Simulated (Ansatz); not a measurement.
## Response to strain in In2Au

Take In2Au (space group Fm-3m, No. 225; a = 6.540 Å; relaxed with 0.1 eV smearing) as the base. Axes: x, y, z lie along the cube axes.

Strains are applied to the cell and any free atomic positions relax; under biaxial strain the out-of-plane vector relaxes too.

Calculations: DFT with PBEsol, PAW potentials and a 420 eV plane-wave cutoff in Ansatz (a first-principles code), no spin-orbit coupling.

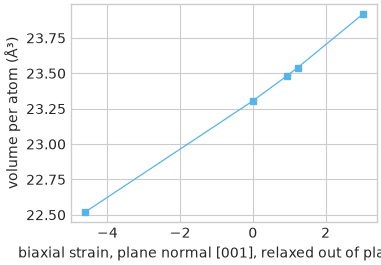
Figure: Volume per atom against biaxial strain, plane normal [001], relaxed out of plane

Q: From the plot, what is the volume per atom for biaxial strain +0.95 %, plane normal [001], relaxed out of plane?

A: About 23.5 Å³.

Q: Is the trend monotonic over the range shown?

A: Yes, it rises throughout, spanning 22.52 Å³ to 23.92 Å³.

Whether these cells are dynamically stable was not tested.
